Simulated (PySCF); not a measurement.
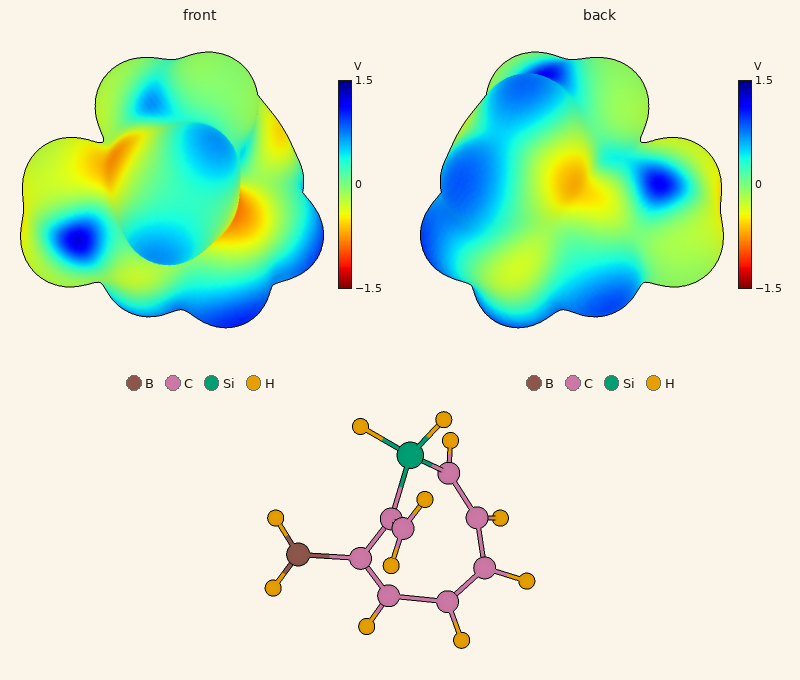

Figure. C$_{8}$H$_{11}$BSi (SMILES B/C1=C/C=C\C=C/[SiH2]C1=C). The electrostatic potential painted on the density surface at 0.002 e/bohr³, seen from the front and from behind; red is negative and blue positive. The bare structure is drawn below in the same view.

Geometry: GFN2-xTB.

These are results of PBE0/pcSseg-1, SCF density, gas phase, non-relativistic in PySCF 2.14.0, not measurements.

```xyz
21

B     2.6206   -0.5200    0.7745
C     1.3182   -0.3772   -0.0335
C     0.6526   -1.4459   -0.5144
C    -0.5931   -1.3993   -1.2700
C    -1.8062   -1.0407   -0.8480
C    -2.2497   -0.6778    0.4916
C    -1.7846    0.2448    1.3343
Si   -0.4256    1.5240    1.0982
C     0.7490    0.9681   -0.2612
C     1.0675    1.6945   -1.3232
H     3.1375   -1.5656    0.8687
H     3.0931    0.4165    1.2928
H     1.0851   -2.4351   -0.4080
H    -0.5010   -1.7769   -2.2846
H    -2.6303   -1.1473   -1.5472
H    -3.1286   -1.2497    0.7878
H    -2.3162    0.3362    2.2758
H    -1.0217    2.8260    0.7611
H     0.3127    1.6253    2.3667
H     0.6617    2.6803   -1.4809
H     1.7502    1.3367   -2.0811
```

### Which sites attract a positive test charge, and which a negative one?

A positive charge is drawn to the negative regions and a negative charge to the positive ones. The most negative region (about −0.8 V, or −18 kcal/mol for a unit charge) lies over the π face of C4, C5, C9 and C10, the most positive (about +1.1 V, or +25 kcal/mol for a unit charge) over B1 and Si8.

### How polar is the molecule by this calculation?

Its dipole moment is 1.98 D.
